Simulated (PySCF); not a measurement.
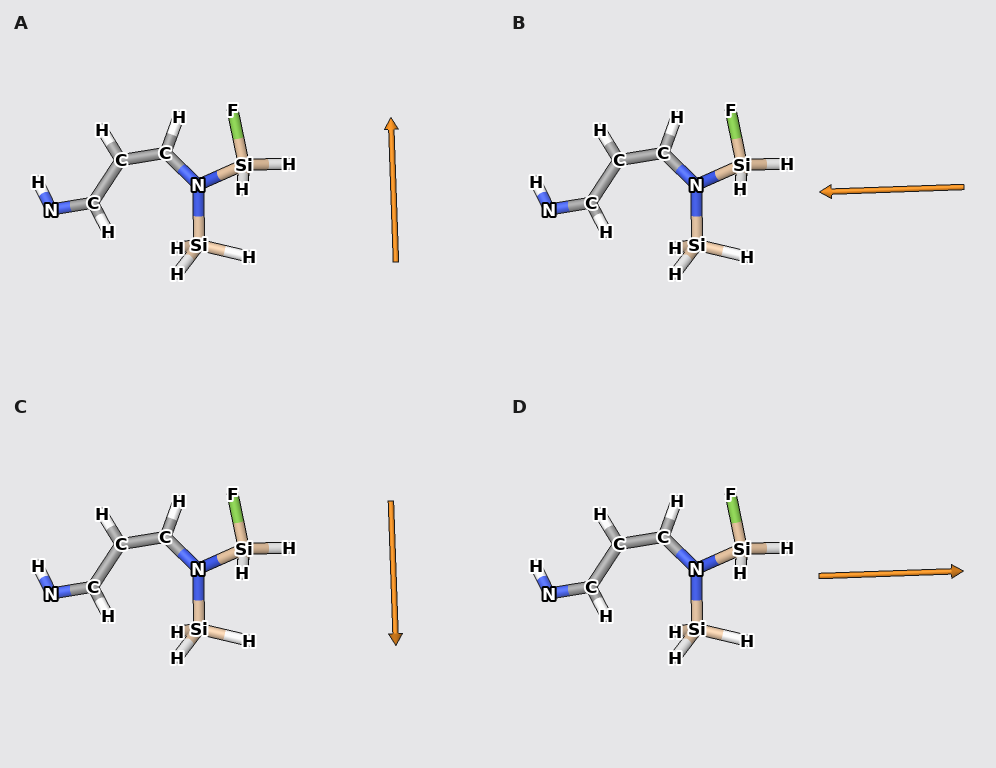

The same molecule four times, each with an arrow. Computed geometry: GFN2-xTB optimisation. No frequency run is at hand to confirm it as a minimum. Level of theory: PBE0/pcSseg-1, gas phase (PySCF 2.14.0).

**Which arrow points along the dipole moment, from the negative to the positive end?**

D. The dipole moment is 3.14 D.

The geometry is semi-empirical. Around Si such bond lengths and angles can be off by a tenth of an ångström or more and by several degrees, and values that hang on the shape move with them.
